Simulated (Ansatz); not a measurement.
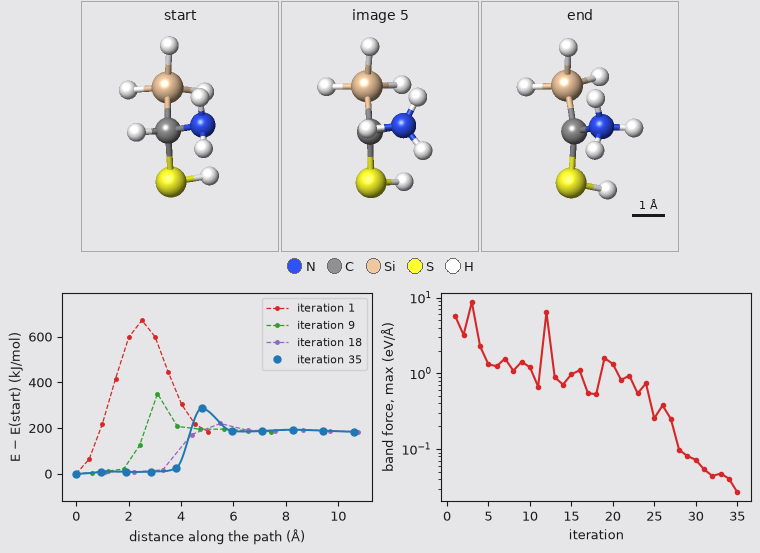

NEB run on CH₇NSSi. Images are numbered from 0 (start) to 10 (end). The plot follows the band through its iterations. Style: ball-and-stick. Shown from a free direction.

Level of theory: Ansatz, RKS B3LYP-D4/def2-SVP. Settings: 9 movable images; climbing image; force threshold 0.03 eV/Å; iteration limit 57; starting path by straight interpolation.

Question: Did the band converge, and can the barrier be trusted?

Answer: The run is converged, with reservations. The band converged in 35 iterations. The largest component of the band force went from 5.7 to 0.027 eV/Å. The climbing image converged on the top of the path. Its curvatures weren't checked. The straight starting path can push atoms close together and costs iterations. The first iteration put the highest image at 672.1 kJ/mol. Forward barrier 286.2 kJ/mol, backward barrier 101.6 kJ/mol, with image 5 at the top; the reaction energy is +184.6 kJ/mol.
